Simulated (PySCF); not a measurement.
Vertical excitations of a molecule C₅H₈O from TDDFT-LC-ωPBE/def2-SVPD (PySCF), as energy in eV (oscillator strength): 6.85 (0.292), 7.24 (0.002), 7.29 (0.000), 7.95 (0.000), 8.03 (0.242), 8.03 (0.003), 8.36 (0.020). Lowest triplet (TDA): 4.06 eV. Geometry optimised at PBE0-D3(BJ)/def2-SVP. Other conformers were not sampled.

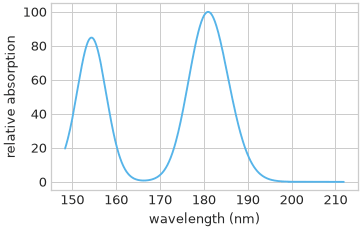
Figure. The lines broadened by 0.4 eV.

Task: Which molecule gave these data?
(A) C[C@H]1C=COC1
(B) C#CCCCO
(C) CC=C1COC1
(D) O=CC1CCC1

Result: C, CC=C1COC1
